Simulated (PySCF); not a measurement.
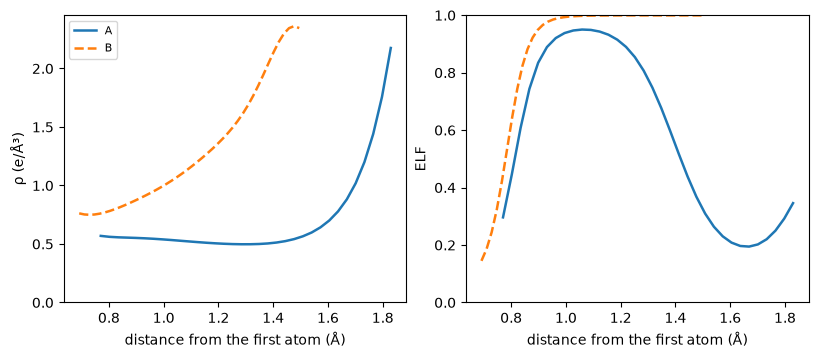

Figure. H$_{12}$Si$_{4}$Sn (Sn(SiH3)4). Electron density and electron localisation function along straight lines between neighbouring atoms. The curves leave out the atomic cores.

Geometry: PBE0-D3(BJ)/def2-SVP; core potentials replace the inner electrons of Sn.

Level of theory: PySCF 2.14.0, wB97X-D/def2-SVPD, SCF density, gas phase, scalar-relativistic core potentials on the heavy atoms.

Input

```
{"job": {"kind": "uv", "xc": "wB97X-D", "basis": "def2-SVPD", "ip": false, "nstates": 10}, "charge": 0, "multiplicity": 1}
Sn    -0.019959     0.006350     0.008670
Si     0.002722    -0.055533     2.576982
H      0.628562    -1.325559     3.058676
H     -1.389421     0.026520     3.116095
H      0.790663     1.098874     3.109572
Si     2.403927     0.009658    -0.838128
H      3.093817    -1.253217    -0.429551
H      3.155556     1.168895    -0.265034
H      2.437804     0.109485    -2.330044
Si    -1.215733     2.125783    -0.813003
H     -0.512142     3.344927    -0.308130
H     -2.627813     2.148350    -0.321594
H     -1.226555     2.161006    -2.307869
Si    -1.208599    -2.076280    -0.910347
H     -0.481432    -3.312183    -0.485500
H     -1.248731    -2.031381    -2.404506
H     -2.611215    -2.146295    -0.396020
```

Command:

```sh
OMP_NUM_THREADS=1 python probes_run.py task.json out
```

### Which curve belongs to which contact (Si–H and Si–Sn)? The first atom named is at distance zero.

Curve A: Si–Sn (2.57 Å): ρ is about 0.5 e/Å³ halfway; the ELF peaks at about 0.95 between the atoms (a covalent bond). Curve B: Si–H (1.50 Å): ρ at the midpoint is about 0.75 e/Å³; the ELF climbs to about 1 towards the hydrogen, as it does in any bond to H.
